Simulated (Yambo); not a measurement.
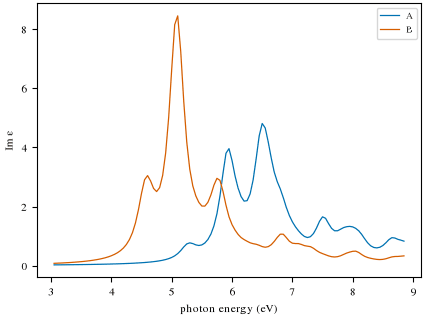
Fig. 1. Two computed absorption spectra of RbHgF3 (cubic perovskite, space group Pm-3m, No. 221) (Yambo, PBEsol bands with the same scissor, field along x)

Q: Which curve includes the electron-hole attraction (BSE), and where are its main peaks?

A: Curve B: the attraction moves weight to lower energy (centre of the plotted range 5.5 eV against 6.7 eV). Its peaks lie at 4.6 eV, 5.1 eV, 5.8 eV. Settings: 4×4×4 mesh, 28 valence and 4 conduction bands, static screening with 120 bands and a 3 Ry block, scissor 2.40 eV, Tamm-Dancoff. The scissor comes from a G0W0 run whose convergence isn't established. Broadening 0.15 eV. The band window holds all transitions up to 8.9 eV. Fine structure above the onset can come from the mesh.

Spin-orbit coupling is included.

Geometry of the Materials Project entry, not relaxed at this level; primitive cell a = b = c = 4.5492 Å, α = β = γ = 90.00°.
